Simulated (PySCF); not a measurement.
**AlN (triplet): density, localisation and related maps**

```yaml
atoms:
  - { symbol: Al, position_ang: [0.0000, 0.0000, -0.6123] }
  - { symbol: N, position_ang: [0.0000, 0.0000, 1.1797] }
```

The calculation used PBE0/def2-TZVPPD, non-relativistic Hamiltonian with scalar-relativistic core potentials where named, at a bond length of 1.792 Å (PySCF).

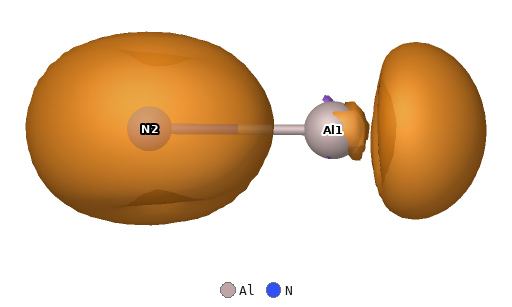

Figure 1. Isosurfaces of the spin density at +0.04 (orange) and −0.04 e/Å³ (purple), seen from one side.

### Describe the spin distribution.

The unpaired spin (2 electrons) lies mostly on N2 (about 1.5) and Al1 (about 0.5), in electrons by Hirshfeld's partition.

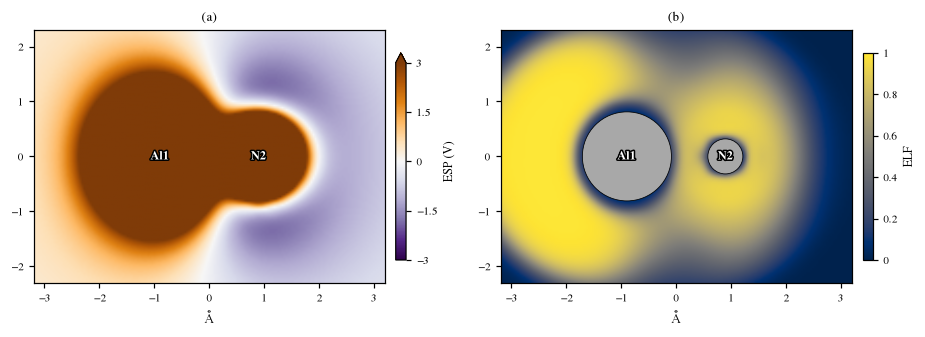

Figure 2. (a) molecular electrostatic potential; (b) electron localisation function on a plane that holds the molecular axis. Grey discs cover the atomic cores in the ELF map.

### What do the fields say about this system?

Atoms in the plane: Al and N.
Al–N (1.79 Å): the ELF peaks at about 0.85 in the valence shell of N, 0.6 Å from its nucleus, and is about 0.50 at the midpoint.
The ELF also peaks beside N2, away from the bonds: non-bonding electrons, paired or unpaired.
Outside the dense part of the molecule the potential is most negative (−1.8 V) near N2.

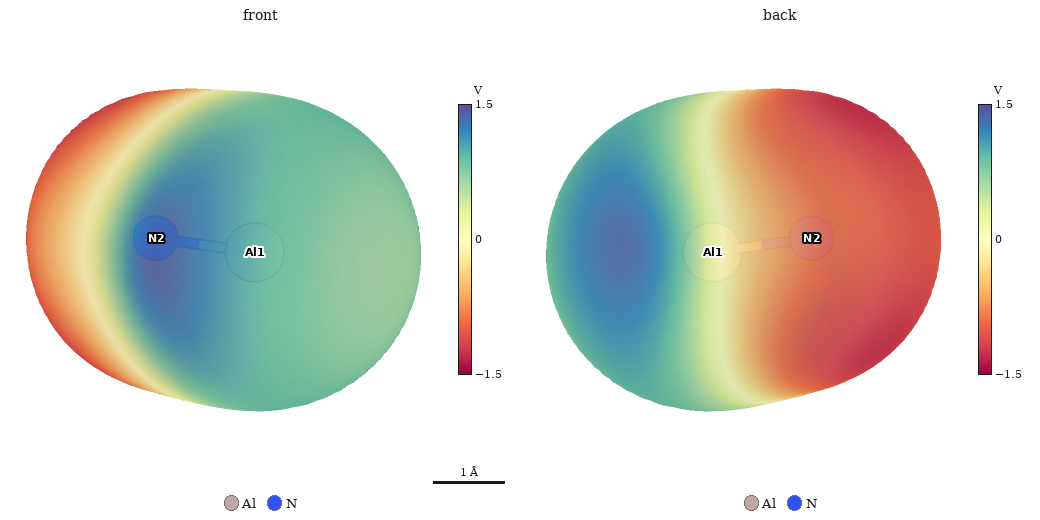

Figure 3. The molecular electrostatic potential painted on the density surface at 0.001 e/bohr³, seen from the front and from behind; red is negative and blue positive.

### Where is the surface potential most negative and most positive?

The most negative region (about −1.3 V) lies over N2, the most positive (about +1.4 V) over Al1. N2 is the likeliest acceptor of a hydrogen bond.
